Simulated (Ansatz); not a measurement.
**AlBr2H: density, localisation and related maps**

```xyz
4

Br   -2.1236    0.1077   -0.6996
Al    0.0894    0.1569   -0.0030
Br    1.1031   -1.8657    0.6462
H     0.9866    1.5408    0.0361
```

Not at a stationary point (largest force 1.2 eV/Å).

These are results of SCF PBE0, Gaussian basis (Ansatz 0.2.0), not measurements.

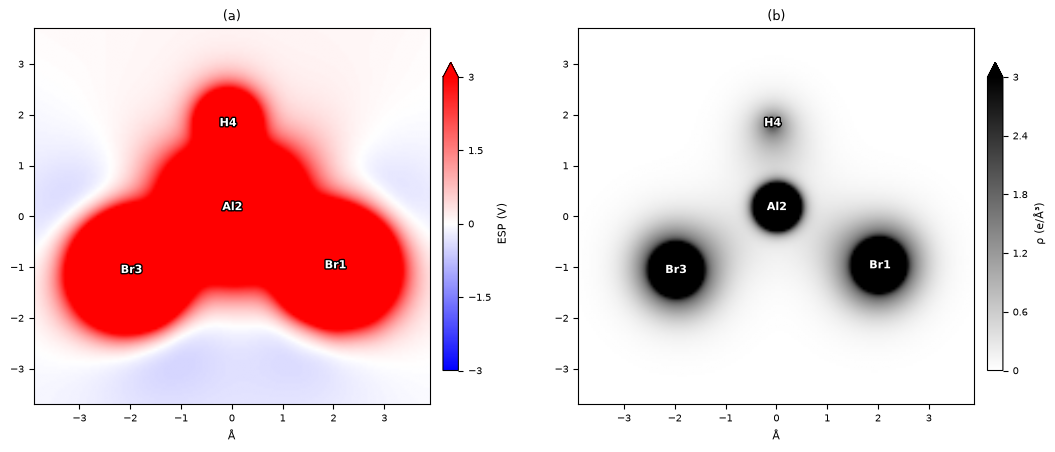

Figure 1. (a) electrostatic potential; (b) total electron density on the molecular plane.

What do the fields say about this system?

Answer. The plane passes through Br, Al and H nuclei.
Al–Br (2.32 Å): ρ is about 0.59 e/Å³ halfway.
Al–H (1.65 Å): the density is about 0.5 e/Å³ at the midpoint.
Outside the dense part of the molecule the potential is most negative (−0.5 V) near Br1 and Br3.

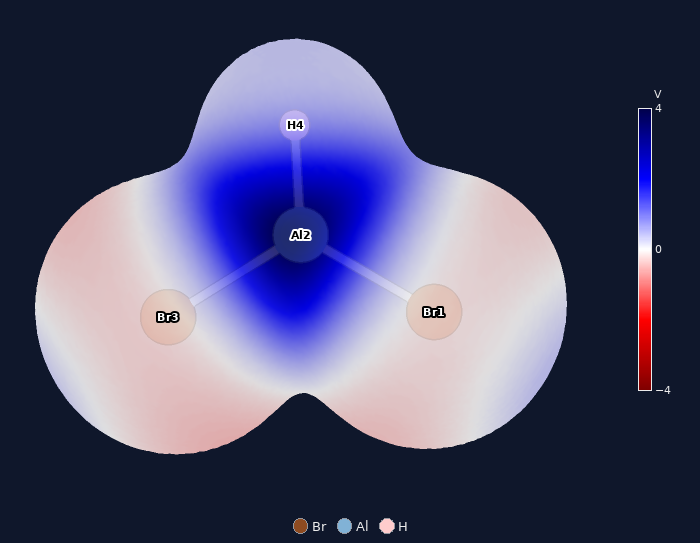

Figure 2. The electrostatic potential painted on the density surface at 0.002 e/bohr³, seen across its widest extent; red is negative and blue positive.

Which sites attract a positive test charge, and which a negative one?

Answer. A positive charge is drawn to the negative regions and a negative charge to the positive ones. The most negative region (about −0.5 V, or −12 kcal/mol for a unit charge) lies over Br3, the most positive (about +3.9 V, or +90 kcal/mol for a unit charge) over Al2. Br1 shows a σ-hole: about +0.4 V, or +9 kcal/mol for a unit charge at the tip opposite its bond, against about −0.2 V on its flanks. Br3 shows a σ-hole: about +0.3 V, or +7 kcal/mol for a unit charge at the tip opposite its bond, against about −0.3 V, or −7 kcal/mol for a unit charge on its flanks.

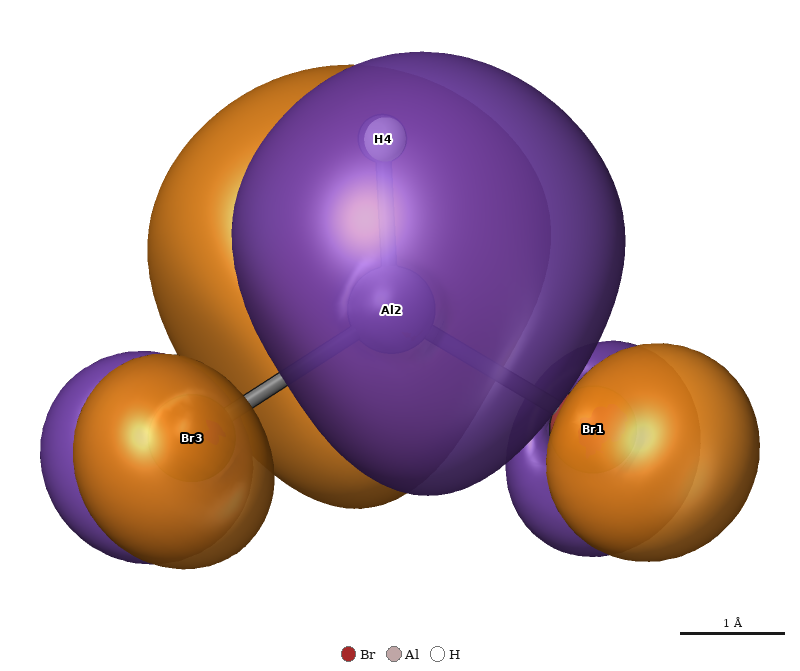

Figure 3. The LUMO at ±0.05 Å⁻³ᐟ² (orange and purple are the two phases), seen at a tilt.

Describe this orbital and give its energy.

Answer. It lies mainly on Al2 (about 70 %), Br1 (about 10 %) and Br3 (about 10 %); it changes sign across the molecular plane (π type). Its energy is −1.98 eV.

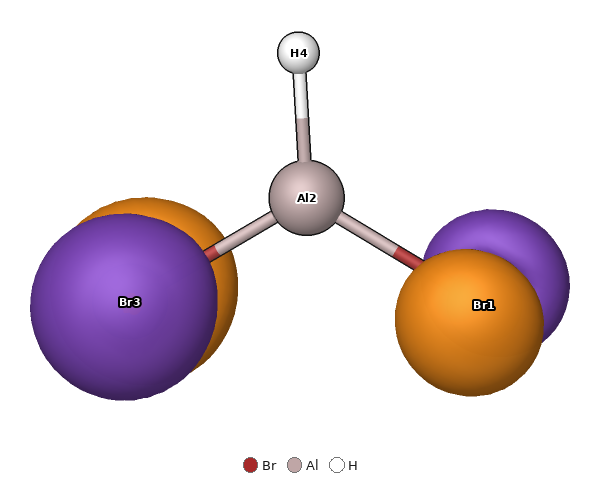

Figure 4. The HOMO−1 at ±0.15 Å⁻³ᐟ² (orange and purple are the two phases), seen at a tilt.

Where does this orbital lie, and at what energy?

Answer. It lies mainly on Br1 (about 45 %) and Br3 (about 45 %); it changes sign across the molecular plane (π type). Its energy is −8.82 eV.
